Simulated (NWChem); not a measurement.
# MgSH (SMILES [Mg][SH]) at 5 levels

We compute a comparison of 5 runs (UHF/def2-SVP, UPBE0/def2-SVP, UB3LYP/6-31G*, UBLYP/def2-TZVP) of MgSH. 

Program for the calculation: NWChem 7.3.0.

## (1) The molecule

The species is MgSH (3 atoms), meant as a doublet with charge 0. SMILES: `[Mg][SH]`. The coordinates come from a PBE0-D4/def2-TZVP relaxation.

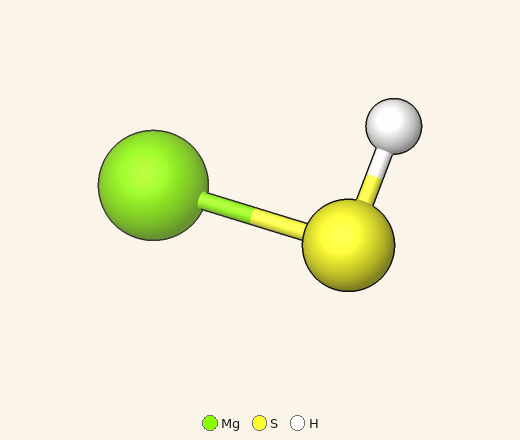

Viewed from a chosen angle; magnesium green, sulfur yellow, hydrogen white.

## (2) Energy and gradient at UHF/def2-SVP (run 1)

The input, hmgs.nw:

```
start hmgs
memory 2200 mb
charge 0

geometry units bohr noautosym nocenter noautoz
   Mg   2.58155486  -1.07034088   1.28180123
   S   -1.28614760  -0.79066141  -0.78461429
   H   -1.31600527   1.73873701  -0.52232030
end

basis spherical bse
   * library def2-SVP
end

scf
   nopen 1
   uhf
   thresh 1e-08
   maxiter 80
end

task scf gradient
```

Started as:

```console
nwchem hmgs.nw > hmgs.out
```

The program printed:

```text
[...]
  functions       =    41
[...]
  wavefunction    = UHF
[...]
         Total SCF energy =   -597.555157965037
      One electron energy =   -934.267483075208
      Two electron energy =    284.386837787732
 Nuclear repulsion energy =     52.325487322439
                       Sz =      0.5000
                 Sz(Sz+1) =      0.7500
                      S^2 =      0.7525
[...]
                         UHF ENERGY GRADIENTS
    atom               coordinates                        gradient
                 x          y          z           x          y          z
   1 Mg      2.581555  -1.070341   1.281801   -0.004983   0.001467  -0.002541
   2 S      -1.286148  -0.790661  -0.784614    0.003323  -0.004190   0.001341
   3 H      -1.316005   1.738737  -0.522320    0.001660   0.002723   0.001200
[...]
```

It took 3.3 s on 1 thread of Intel Xeon Platinum 8559C (Emerald Rapids), shared host; peak memory 0.096 GiB.

## (3) Energy and gradient at UPBE0/def2-SVP (run 2)

The input, job.nw:

```
start job
title "HMgS"
memory total 2200 mb
geometry units angstroms noautosym nocenter noautoz
 Mg       1.366100      -0.566400       0.678300
 S       -0.680600      -0.418400      -0.415200
 H       -0.696400       0.920100      -0.276400
end
basis spherical bse
 * library def2-SVP
end
dft
 xc pbe0
 mult 2
 grid xfine
 convergence energy 1e-08
 iterations 100
 mulliken
 print low
end
task dft gradient
```

Started as:

```console
nwchem job.nw > job.out
```

The program printed:

```text
[...]
 d= 0,ls=0.0,diis     1   -598.4087138312 -6.51D+02  1.34D-02  4.11D-02     0.7
[...]
 d= 0,ls=0.0,diis    10   -598.4424858730 -9.45D-09  9.66D-07  1.28D-09     6.2
[...]
         Total DFT energy =     -598.442485873005
      One electron energy =     -934.312116123081
           Coulomb energy =      325.827491233835
    Exchange-Corr. energy =      -42.283352101424
 Nuclear repulsion energy =       52.325491117665
[...]
      Total Density - Mulliken Population Analysis
     ---------------------------------------------
    Atom       Charge   Shell Charges
 -----------   ------   -------------------------------------------------------
    1 Mg  12    11.73   2.00  1.99  0.96  0.17  5.97  0.26  0.27  0.11
    2 S   16    16.37   2.00  1.98  1.23  0.64  5.93  1.79  2.76  0.03
    3 H    1     0.90   0.70  0.17  0.03
[...]
      <S2> =      0.7514 (Exact =     0.7500)
                         DFT ENERGY GRADIENTS
    atom               coordinates                        gradient
                 x          y          z           x          y          z
   1 Mg      2.581555  -1.070341   1.281801   -0.003803   0.000512  -0.002006
   2 S      -1.286148  -0.790661  -0.784614    0.003389   0.003818   0.002258
   3 H      -1.316005   1.738737  -0.522320    0.000414  -0.004331  -0.000252
 Task  times  cpu:        7.4s     wall:        7.4s
 Total times  cpu:        7.4s     wall:        7.4s
```

It took 8.4 s on 1 thread of Intel Xeon Platinum 8559C (Emerald Rapids), shared host; peak memory 0.12 GiB.

Runs 3 to 4 aren't shown in full; the table further down has their settings and results.

## (4) Energy and gradient at UBLYP/def2-TZVP (run 5)

The input, test.nw:

```
START test
TITLE "HMgS gradient"
memory total 2200 mb

GEOMETRY units angstrom noautosym nocenter noautoz
Mg    1.366100   -0.566400    0.678300
S    -0.680600   -0.418400   -0.415200
H    -0.696400    0.920100   -0.276400
END

BASIS spherical bse
* library def2-TZVP
END

DFT
xc becke88 lyp
mult 2
grid xfine
convergence energy 1e-08
iterations 100
mulliken
END

TASK dft gradient
```

Started as:

```console
nwchem test.nw > test.out
```

The program printed:

```text
[...]
          Wavefunction type:  spin polarized.
          No. of atoms     :     3
          No. of electrons :    29
[...]
          Charge           :     0
          Spin multiplicity:     2
[...]
          AO basis - number of functions:    75
[...]
              XC Information
              --------------
                    Becke 1988 Exchange Functional  1.000
              Lee-Yang-Parr Correlation Functional  1.000
[...]
 d= 0,ls=0.0,diis     1   -598.8556824362 -6.51D+02  8.64D-03  2.04D-01     1.6
[...]
 d= 0,ls=0.0,diis    10   -598.9000163873 -8.63D-09  8.94D-07  8.48D-09    13.8
[...]
         Total DFT energy =     -598.900016387326
      One electron energy =     -934.783523080223
           Coulomb energy =      326.099448069709
    Exchange-Corr. energy =      -42.541432494477
 Nuclear repulsion energy =       52.325491117665
[...]
      Total Density - Mulliken Population Analysis
     ---------------------------------------------
    Atom       Charge   Shell Charges
 -----------   ------   -------------------------------------------------------
    1 Mg  12    11.65   2.00  0.70  1.29  0.90  0.27  5.10  0.86  0.26  0.20  0.00  0.04  0.05
    2 S   16    16.46   2.01  0.47  1.49  1.13  0.76  4.19  1.65  0.98  2.31  1.42  0.02  0.03  0.00
    3 H    1     0.88   0.25  0.46  0.15  0.03
[...]
      <S2> =      0.7510 (Exact =     0.7500)
[...]
  wavefunction    = open shell
                         DFT ENERGY GRADIENTS
    atom               coordinates                        gradient
                 x          y          z           x          y          z
   1 Mg      2.581555  -1.070341   1.281801   -0.004941   0.000488  -0.002626
   2 S      -1.286148  -0.790661  -0.784614    0.004679   0.004774   0.003063
   3 H      -1.316005   1.738737  -0.522320    0.000263  -0.005262  -0.000437
[...]
```

It took 20 s on 1 thread of Intel Xeon Platinum 8559C (Emerald Rapids), shared host; peak memory 0.12 GiB.

## (5) Overview of the runs

```tsv
run	level	iteration cap	module	energy (Eh)	dipole moment (D)	HOMO energy (eV)	LUMO energy (eV)	wall time
1	UHF/def2-SVP	80	scf	-597.555158	2.88	-7.45	0.10	3.3 s
2	UPBE0/def2-SVP	100	dft	-598.442486	–	–	–	8.4 s
3	UB3LYP/6-31G* (spherical functions)	100	dft	-598.884061	2.81	-5.18	-2.96	9.9 s
4	UB3LYP/6-31G* (Cartesian functions)	100	dft	-598.888179	2.82	-5.17	-2.96	11 s
5	UBLYP/def2-TZVP	100	dft	-598.900016	2.60	-4.37	-3.37	20 s
```

## (6) Results

| quantity | value |
| --- | --- |
| run 5: total energy | -598.90002 Eh |
| run 5: dipole moment | 2.60 D |
| run 5: HOMO energy (highest over α and β) | -4.37 eV |
| run 5: LUMO energy (lowest over α and β) | -3.37 eV |
| run 5: ⟨S²⟩ | 0.751 |
| run 5: largest force on an atom | 0.378 eV/Å |

**Reading.** Over runs 1, 3, 4, 5 the dipole moment (its size) runs from 2.60 D (UBLYP/def2-TZVP) to 2.88 D (UHF/def2-SVP). The two ends differ in method and basis. Totals of different functionals can't be ranked against each other. All runs together took 52 s, the longest 20 s.
